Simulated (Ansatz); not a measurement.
# GaH₄O···NH₃···H: what the fields show

The calculation's input:

```
crystal:
  periodic: [false, false, false]
  atoms:
    - {symbol: Ga, position_ang: [-1.463002, 0.465801, -0.467859]}
    - {symbol: H, position_ang: [-0.109152, -0.225359, -1.411001]}
    - {symbol: H, position_ang: [-2.683095, -0.459814, -0.826003]}
    - {symbol: H, position_ang: [-1.329242, 1.991289, -0.818790]}
    - {symbol: H, position_ang: [0.949932, -0.185460, 0.919540]}
    - {symbol: O, position_ang: [-0.769764, 0.112604, 1.237843]}
    - {symbol: H, position_ang: [0.679993, -0.251042, -0.815823]}
    - {symbol: N, position_ang: [1.630723, -0.286141, 0.141803]}
    - {symbol: H, position_ang: [-1.321160, -0.499941, 1.726137]}
    - {symbol: H, position_ang: [2.141732, -1.156969, 0.201731]}
    - {symbol: H, position_ang: [2.273035, 0.495031, 0.112423]}
basis:
  gaussian: {orbitals: def2-TZVPP}
hamiltonian: {xc: pbe0, dispersion: d4}
output: {orbitals: {seedname: orbitals}}
```

Command:

```sh
ansatz run in.yaml --threads 4 --pin off --events-out ev --progress --plain --max-ram 9574MiB
```

A transition-state structure; geometry: PBE0-D4/def2-TZVP.

Method: RKS PBE0-D4/def2-TZVPP in Ansatz 0.2.0.

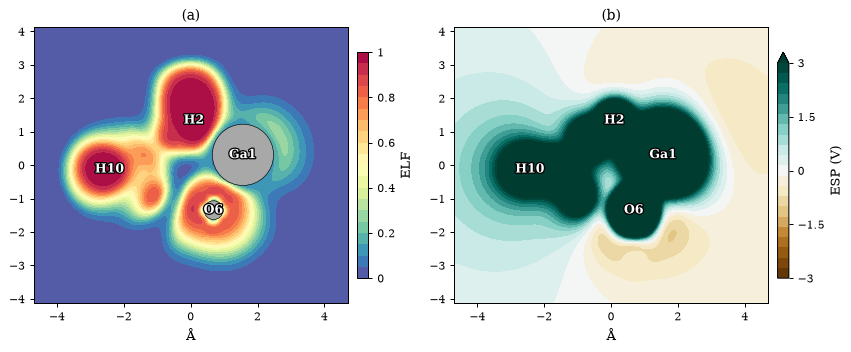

Figure 1. (a) ELF; (b) molecular electrostatic potential on the plane of atoms H2, Ga1 and O6. Grey discs cover the atomic cores in the ELF map.

> What do the fields say about this system?

- Atoms in the plane: Ga, H and O.
- Ga–O (1.87 Å): the ELF peaks at about 0.85 in the valence shell of O, 0.6 Å from its nucleus, and is about 0.25 at the midpoint.
- Outside the dense part of the complex the potential is most negative (−1.0 V) near O6.

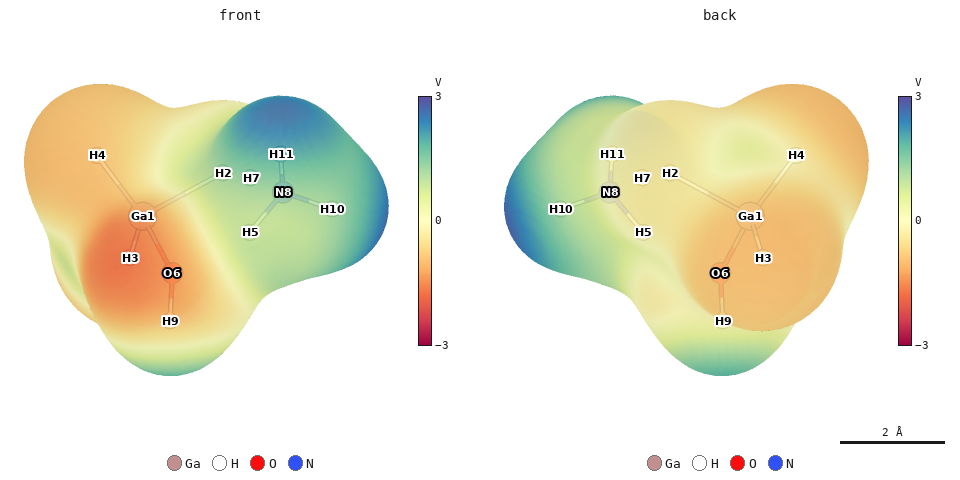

Figure 2. The molecular electrostatic potential painted on the density surface at 0.002 e/bohr³, seen from the front and from behind; the colour scale runs from red (negative) to blue (positive).

> Where is the surface potential most negative and most positive?

The most negative region (about −1.7 V) lies over O6, the most positive (about +2.6 V) over H10 and H11. O6 is the likeliest acceptor of a hydrogen bond.

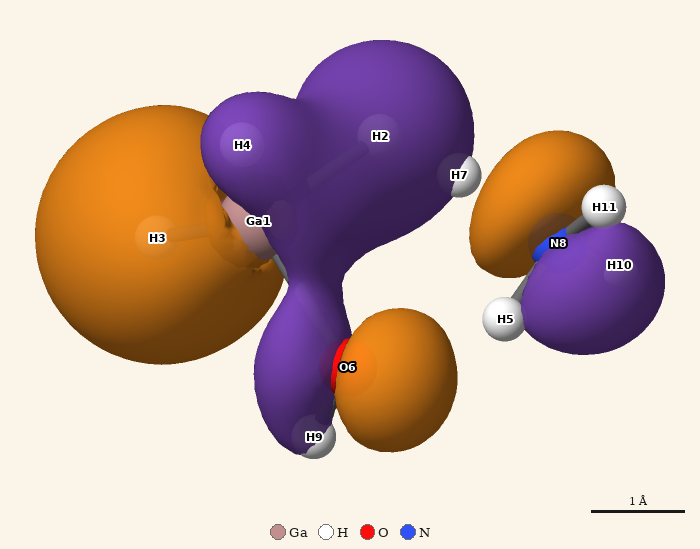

Figure 3. The HOMO−1 at ±0.08 Å⁻³ᐟ² (orange and purple are the two phases), seen across its widest extent.

> What is the character of this orbital?

Its weight (Hirshfeld) is mainly on H3 (about 30 %), Ga1 (about 25 %), N8 (about 10 %), H2 (about 10 %) and O6 (about 10 %). Its energy is −7.64 eV.
